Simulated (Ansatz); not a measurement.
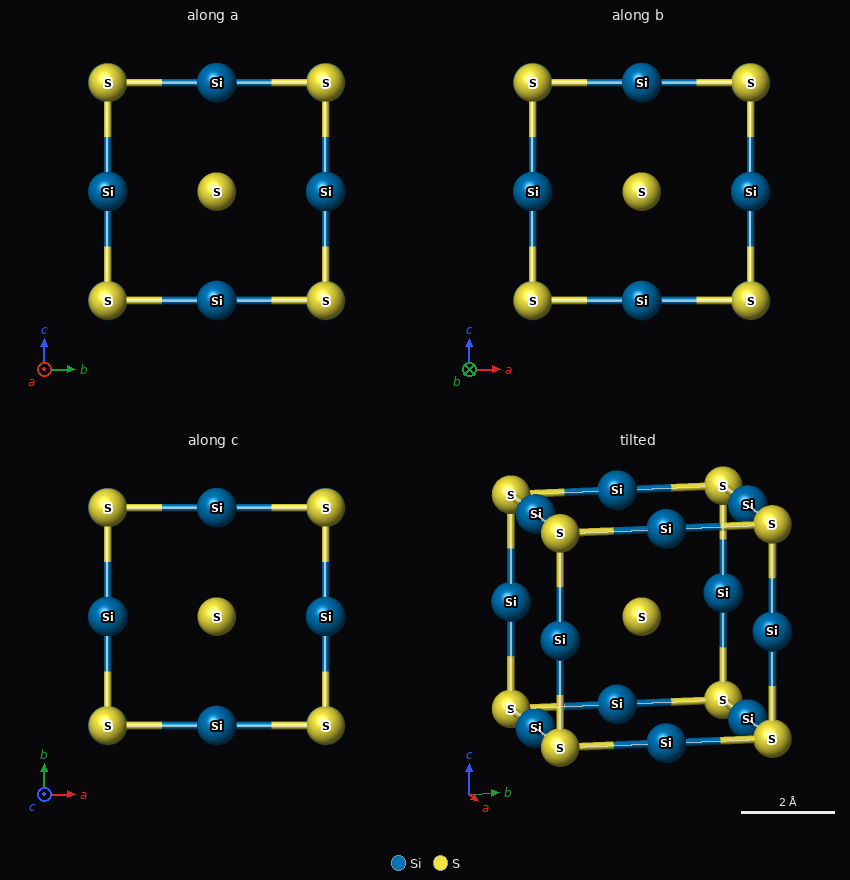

Structure drawing (ball-and-stick), viewed along the a axis, along the b axis, along the c axis and slightly off an axis. The conventional unit cell is drawn as a box.

Lattice parameters: a = 4.728 Å, b = 4.728 Å, c = 4.728 Å, α = 90.00°, β = 90.00°, γ = 90.00°.

Write down what is shown as a table of Wyckoff sites.

Space group Pm-3m (No. 221).
```json
{"atom": "Si", "site": "3d", "x": "0.5000", "y": "0.0000", "z": "0.0000"}
{"atom": "S", "site": "1b", "x": "0.5000", "y": "0.5000", "z": "0.5000"}
{"atom": "S", "site": "1a", "x": "0.0000", "y": "0.0000", "z": "0.0000"}
```

The structure was taken from a structure type filled with these elements by a generator (whether the compound takes this form wasn't checked). The final geometry of a relaxation with DFT PBE, scalar-relativistic, plane waves, PAW (Ansatz 0.2.0) is shown.
